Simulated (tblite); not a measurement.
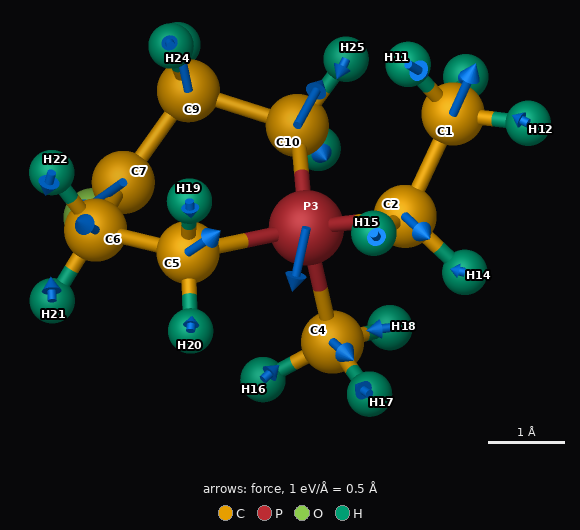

Starting geometry of C$_{8}$H$_{16}$OP (charge +1) with the computed forces as blue arrows. Style: ball-and-stick. Shown at a tilt.

The calculation used GFN2-xTB geometry optimisation, gas phase in tblite. 

Is this structure relaxed? If not, where do the atoms go?

It isn't relaxed: the largest force vector, on a C atom, is 2.68 eV/Å. The final displacements have little in common with the starting forces (cosine between the two patterns 0.10). Over 147 geometry steps the energy falls by 0.808 eV. The atom that moves furthest after the best rigid fit is an H atom (1.34 Å). Largest moves by element: H 1.34 Å, C 0.56 Å, O 0.20 Å, P 0.15 Å. Some distances before and after: C–P 2.789 → 2.913 Å, C–P 1.780 → 1.823 Å, C–H 1.127 → 1.090 Å, C–C 1.486 → 1.521 Å. Bond angles that change, for instance: C–P–C 113.3° → 104.5°, H–C–H 115.4° → 108.9°, P–C–H 104.1° → 110.1°. Groups turn about C–P by about 60°, C–P by about 30°. The run took 1.3 s on 1 thread of Arm Neoverse V2, on a shared host.
